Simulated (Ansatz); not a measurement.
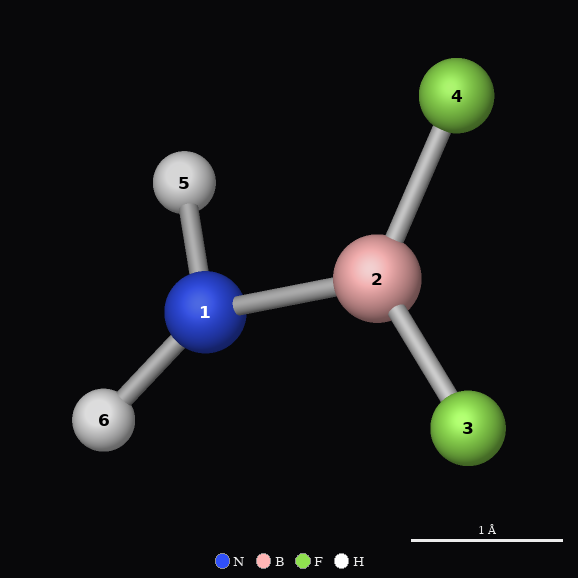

Figure made from data computed with Ansatz.

Numbered structure. Geometry: moved along internal coordinates away from the minimum.

Question: What is the geometry at B2?

Answer: B2 has 3 neighbours (N1 at 1.39, F3 at 1.33, F4 at 1.33 Å); the arrangement is trigonal planar.

Question: What is the geometry at N1?

Answer: N1 has 3 neighbours (B2 at 1.39, H5 at 1.00, H6 at 1.00 Å); the arrangement is trigonal planar.
